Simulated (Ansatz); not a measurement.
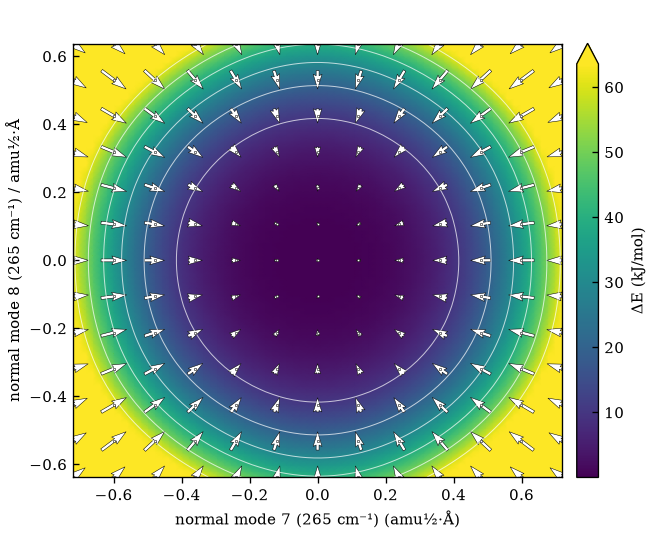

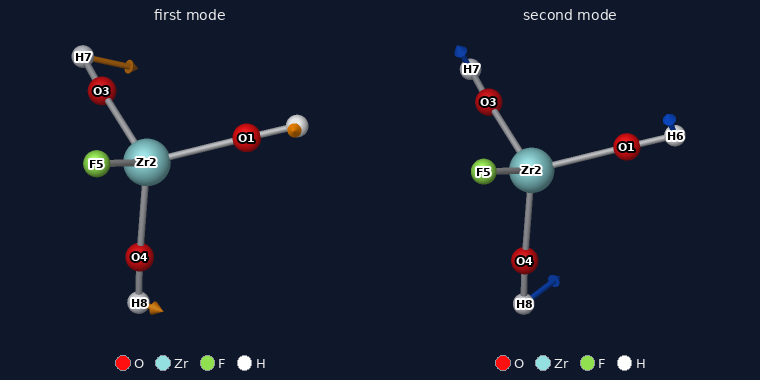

Energy landscape of FH₃O₃Zr, SMILES [OH][Zr]([OH])([OH])[F]. The first coordinate is: normal mode 7 (265 cm⁻¹); the second: normal mode 8 (265 cm⁻¹). Nothing is relaxed (straight displacements along the two mass-weighted modes). The scan uses a 13 × 13 grid. Points are written as (first, second). Energies are in kJ/mol, from the lowest grid point. Computed with RKS B3LYP-D4/def2-SVP in Ansatz 0.2.0.

In the figure: a smooth colour map with a few white contour lines, dots at the grid points, arrows along the force (downhill), their lengths compressed, one colour for all values above the top of the scale. Between grid points the surface is interpolated. The second picture is the structure at the lowest point

Describe this landscape.

Answer. The lowest grid point is at (0.00 amu½·Å, 0.000 amu½·Å). No other kind of well shows on this grid. The highest grid point, (−0.72 amu½·Å, 0.637 amu½·Å), lies 143 kJ/mol above the lowest.

Each point was launched as `ansatz run input.yaml --threads 1 --pin off --max-ram 2560MiB --backend cpu --events-out ev --progress --plain --runs-dir out`. Time for the 169 points that were run: 19 min on 1 thread of Intel(R) Xeon(R) Processor @ 2.70GHz, with other jobs on the host.
